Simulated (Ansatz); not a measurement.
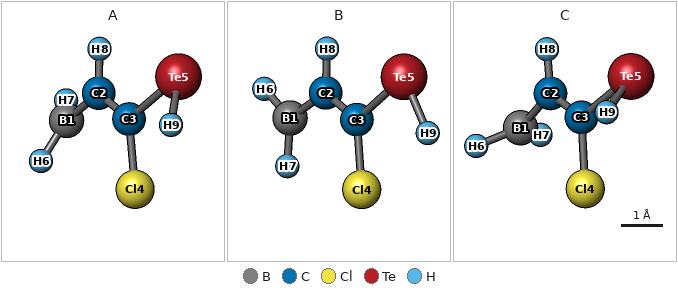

3 geometries from a converged minimum-energy path of C2H4BClTe, shuffled. A ball-and-stick model, seen from a free direction.

The calculation used Ansatz 0.2.0, RKS B3LYP-D4/def2-SVP. Set-up: 7 movable images; climbing image; force threshold 0.05 eV/Å; iteration limit 60; starting path by image-dependent pair potential.

Which frame is the top of the path?

Answer. C. In order along the path, whose images run from 0 to 8: A (image 2, +3.1 kcal/mol), C (image 4, +6.7 kcal/mol), B (image 8, 0.0 kcal/mol). The motion is a rotation about the B1–C2 bond by about 180°. No bond forms or breaks between the ends. Among the angles between lasting bonds that change up to the highest image: C2–C3–Cl4 123.6° → 117.1°, B1–C2–C3 126.6° → 120.4°.

Cost: 8.7 min on 2 threads of Arm Neoverse V1 (shared host), peak memory 0.27 GiB.
